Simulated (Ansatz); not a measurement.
Input file:

```
crystal:
  periodic: [false, false, false]
  atoms:
    - {symbol: C, position_ang: [2.244316, -1.225073, -0.608309]}
    - {symbol: C, position_ang: [1.238678, -0.307076, 0.014338]}
    - {symbol: C, position_ang: [0.008188, -0.111339, -0.619585]}
    - {symbol: C, position_ang: [-0.977757, 0.793756, -0.215844]}
    - {symbol: C, position_ang: [-2.193848, 0.979335, -1.069315]}
    - {symbol: O, position_ang: [-0.938804, 1.510426, 0.830301]}
    - {symbol: Sn, position_ang: [0.388128, 1.313790, 2.537491]}
    - {symbol: O, position_ang: [-0.502399, -0.348737, 3.160561]}
    - {symbol: O, position_ang: [1.609003, 0.245020, 1.094900]}
    - {symbol: H, position_ang: [1.889677, -1.667473, -1.537827]}
    - {symbol: H, position_ang: [2.491329, -2.016259, 0.103850]}
    - {symbol: H, position_ang: [3.164681, -0.667167, -0.797146]}
    - {symbol: H, position_ang: [-0.165431, -0.653020, -1.538359]}
    - {symbol: H, position_ang: [-2.264868, 2.029732, -1.361809]}
    - {symbol: H, position_ang: [-2.180679, 0.353594, -1.960225]}
    - {symbol: H, position_ang: [-3.082429, 0.752943, -0.474958]}
    - {symbol: H, position_ang: [-0.746788, -0.982953, 2.482136]}
basis:
  gaussian: {orbitals: def2-TZVPP}
hamiltonian: {xc: pbe0, dispersion: d4}
output: {orbitals: {seedname: orbitals}}
```

Command:

```sh
ansatz run in.yaml --threads 4 --pin off --events-out ev --progress --plain --max-ram 66560MiB --backend cuda --devices 0, --max-vram 37GiB
```

Geometry: PBE0-D4/def2-TZVP; core potentials replace the inner electrons of Sn.

Level of theory: RKS PBE0-D4/def2-TZVPP (Ansatz 0.2.0).

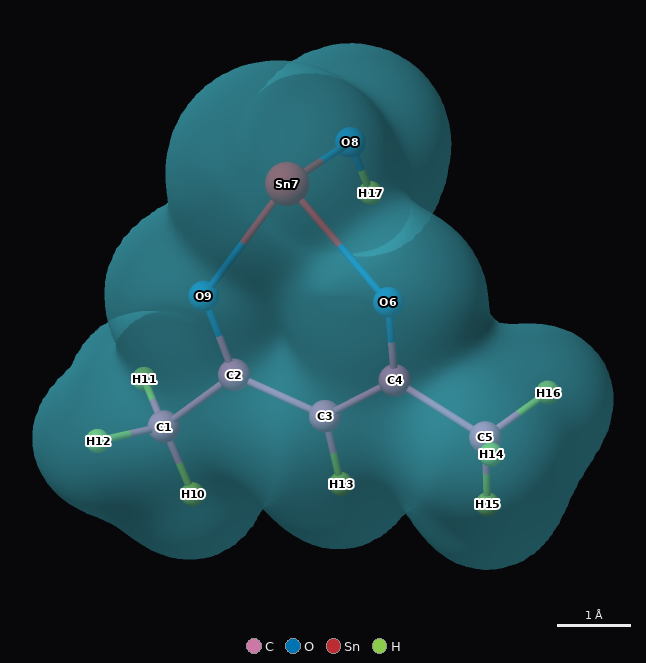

C5H8O3Sn. Isosurface of the electron density at 0.05 e/Å³ (cyan), seen at a tilt.

Question: What does this surface tell about the bonding?

Answer: At this value the surface is in one piece. It bridges the sampled C–O (1.27 Å), C–C (1.40 Å), Sn–O (1.99 Å) and O–H (0.96 Å) contacts, where the density stays above the isovalue. On the grid the lowest density along these lines, outside the cores, is 2.4 e/Å³ (C–O, 1.27 Å), 2.1 e/Å³ (C–C, 1.40 Å), 0.78 e/Å³ (Sn–O, 1.99 Å) and 2.5 e/Å³ (O–H, 0.96 Å).
